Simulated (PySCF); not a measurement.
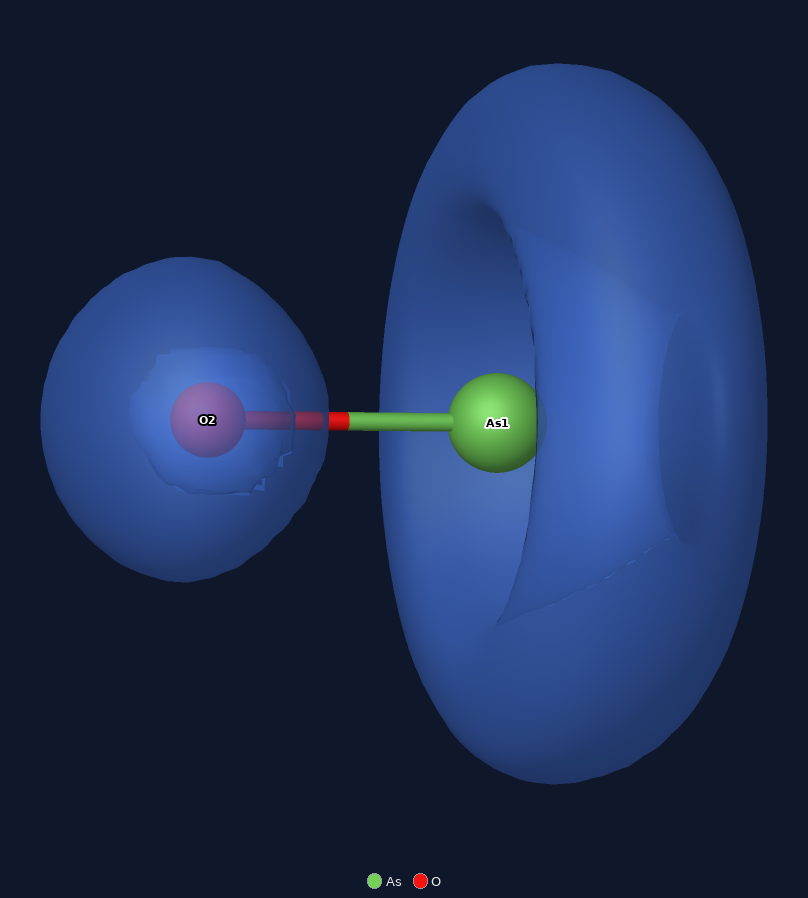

Figure. AsO (charge −1, triplet). Isosurface of the ELF at 0.75 (blue), seen from one side. Core shells and regions of very low density are left out.

These are results of PBE0/aug-cc-pVDZ-DK/X2C, spin-free X2C-1e, Gaussian nucleus, at a bond length of 1.710 Å (PySCF), not measurements.

```csv
atom,x (Å),y (Å),z (Å)
As,0.0000,0.0000,-0.3008
O,0.0000,0.0000,1.4092
```

Q: Identify the bonds, lone pairs and shells in this picture.

A: The surface consists of one ring or bowl of non-bonding electrons around As and one region wrapped around O (its lone pairs, merged into a ring or cap). Profiles from the grid: As–O (1.71 Å): the ELF peaks at about 0.80 between the atoms (a shared but strongly polarised pair).
